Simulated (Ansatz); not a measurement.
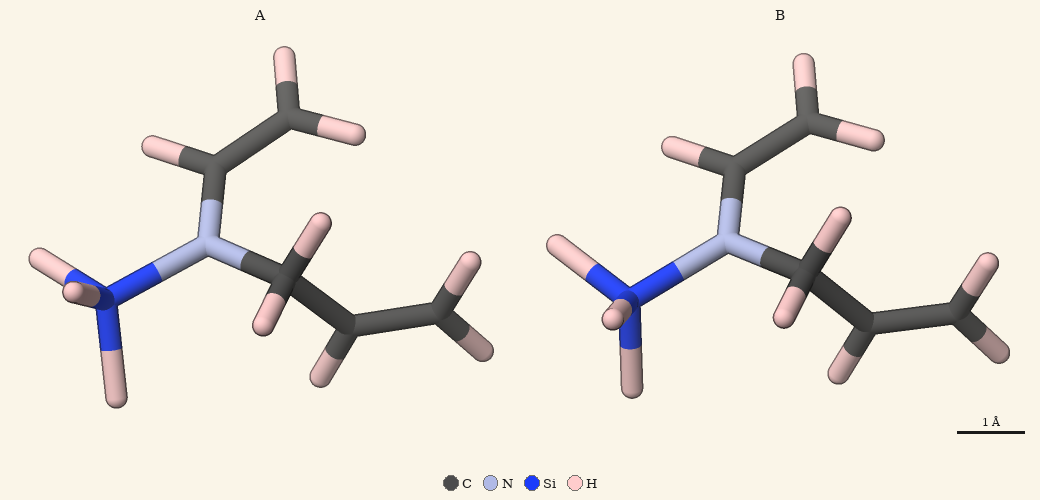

Two geometries of C$_{5}$H$_{11}$NSi, drawn at one scale. One is the start of a relaxation, the other its converged end. Style: stick. Shown at a tilt.

Level of theory: Ansatz 0.2.0, RKS PBE0-D4/def2-TZVP. Settings: force threshold 0.005 eV/Å; at most 150 steps.

Which one is relaxed?

Structure B is the relaxed one. The start comes from PBE-D4/def2-SVP. After 23 accepted moves (25 points after the start) the energy has fallen by 9.93 kJ/mol. Largest force component: 0.57 eV/Å at the start, 0.0017 eV/Å at the end. The line search rejected the trial steps at points 3, 19 of the run. The largest move after the best rigid fit is that of an H atom, 0.50 Å. Largest moves by element: H 0.50 Å, C 0.11 Å, Si 0.06 Å, N 0.06 Å. Among the contacts that change: N–Si 1.765 → 1.732 Å, C–C 1.354 → 1.334 Å, C–C 1.342 → 1.323 Å, C–H 1.114 → 1.097 Å. Among the angles between lasting bonds that change: N–Si–H 111.7° → 108.9°, N–Si–H 110.2° → 112.7°. Groups turn about N–Si by about 20°. The run took about 50 s of wall time on a shared GPU.
